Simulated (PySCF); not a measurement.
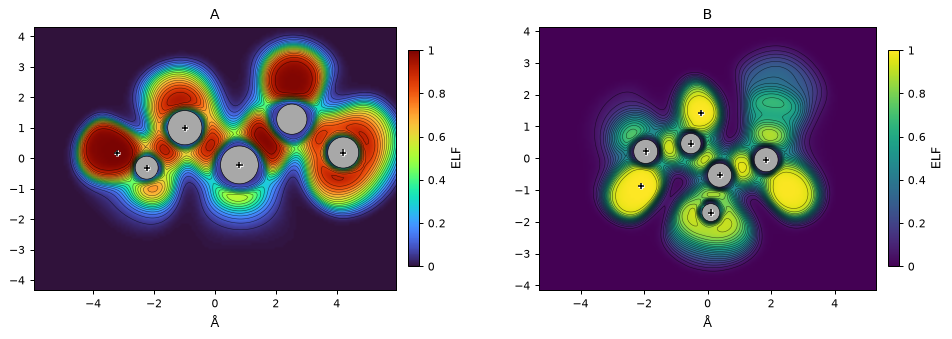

The electron localisation function of 2 systems, each on a plane through atoms (crosses mark nuclei in the plane; grey discs cover the cores).

Level of theory: PySCF, PBE0/def2-SVPD, SCF density, gas phase.

System 1: C5H8N2O (SMILES CNC(=O)[C@H](C)C#N), the plane of atoms N2, C3 and O4. Geometry: GFN2-xTB.

```tsv
atom	x (Å)	y (Å)	z (Å)
C	2.4877	0.2284	-0.1051
N	1.0553	0.2511	-0.2798
C	0.2011	0.2583	0.7600
O	0.5363	0.2068	1.9204
C	-1.2862	0.2672	0.3488
C	-1.7311	-1.1747	0.0613
C	-1.5031	1.1060	-0.7991
N	-1.6433	1.7581	-1.7292
H	2.9213	-0.6223	-0.6331
H	2.9372	1.1503	-0.4786
H	2.6884	0.1350	0.9609
H	0.7019	0.3604	-1.2184
H	-1.8563	0.6659	1.1952
H	-1.1786	-1.5872	-0.7811
H	-1.5448	-1.7905	0.9379
H	-2.7935	-1.2039	-0.1716
```

System 2: CH9ClSSi3, the plane of atoms C1, S2 and Si3. Geometry: GFN2-xTB.

```xyz
15

C     2.6655    0.1527    0.3910
S     1.5672   -1.0624   -0.3910
Si   -0.3460   -0.3061    0.3021
Si   -0.7149    1.8780   -0.4493
Si   -1.8629   -1.9567   -0.2803
Cl   -3.6759   -1.1153    0.0975
H     2.4578    0.1988    1.4557
H     3.6823   -0.1880    0.2261
H     2.5206    1.1262   -0.0681
H    -0.1447   -0.3093    1.7678
H    -2.0605    2.2946   -0.0597
H     0.2252    2.8628    0.1023
H    -0.6012    1.9653   -1.9081
H    -1.8801   -2.3297   -1.6945
H    -1.8368   -3.2028    0.4866
```

Which map belongs to which system?

Panel A is system 2, CH9ClSSi3: the plane holds C, S, Si, Cl and H. C–S (1.81 Å): the ELF peaks at about 0.90 between the atoms (a shared electron pair). Panel B is system 1, C5H8N2O: the plane holds C, N, O and H. C–O (1.21 Å): the ELF peaks at about 0.85 between the atoms: a multiple bond.
